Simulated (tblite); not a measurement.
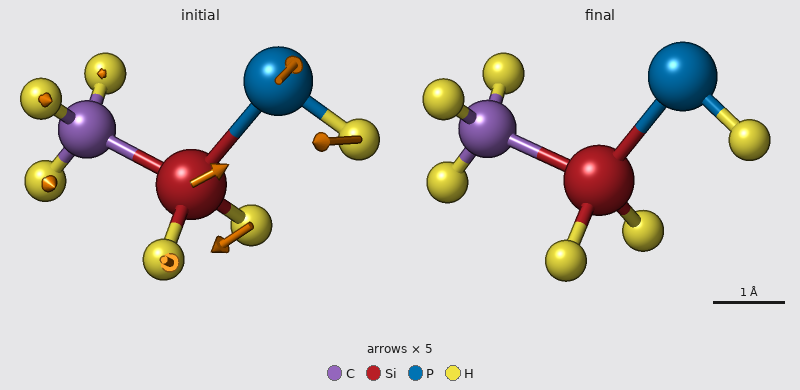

The structure of CH$_{6}$PSi (charge −1) before (left) and after (right) a relaxation, at one scale. The orange arrows give the displacements, magnified 5 times.

Style: ball-and-stick. Shown at a tilt.

The calculation used tblite, GFN2-xTB geometry optimisation, gas phase. 

Question: What changed between the two?

Answer: Over 44 geometry steps the energy falls by 6.37 kcal/mol. The atom that moves furthest after the best rigid fit is an H atom (0.24 Å). By element the largest moves are H 0.24 Å, P 0.17 Å, Si 0.13 Å, C 0.02 Å. Near-neighbour distances that change, for instance: P–Si 2.243 → 2.146 Å, C–Si 1.836 → 1.901 Å, H–P 1.422 → 1.362 Å, H–Si 1.471 → 1.489 Å. Among the angles between lasting bonds that change: P–Si–H 107.3° → 117.0°, H–Si–H 108.7° → 100.6°, C–Si–H 111.1° → 104.2°.
